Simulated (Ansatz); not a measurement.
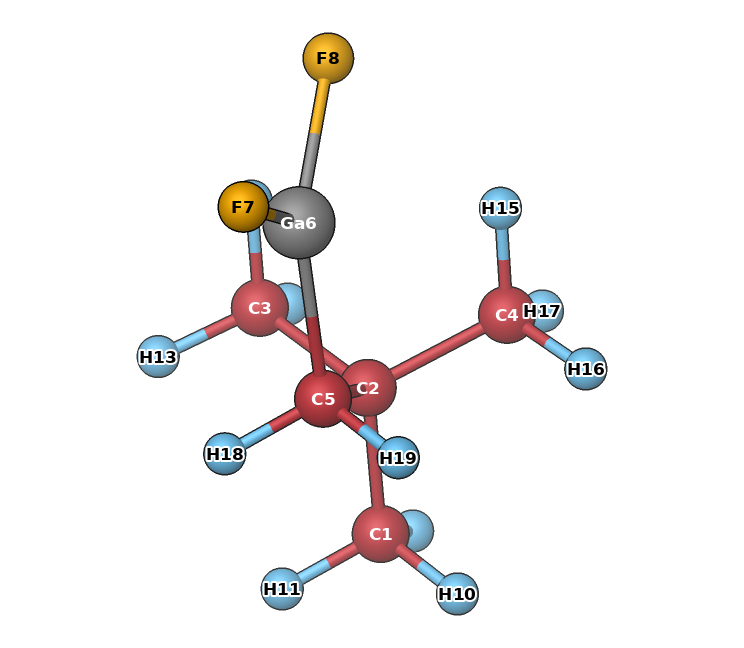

Simulated data, not a measurement (program: Ansatz).

C2 lies behind C5. The molecule seen a little off the C5–C2 bond, C5 in front. Atoms fade into the background with distance from the viewer. State: charge +1, doublet. Geometry: the geometry of the neutral molecule.

Q: What is the torsion angle Ga6–C5–C2–C1? The sign is positive where the front bond must turn clockwise to cover the back bond.

A: 180°, antiperiplanar (anti). The bonds about C5–C2 are staggered.
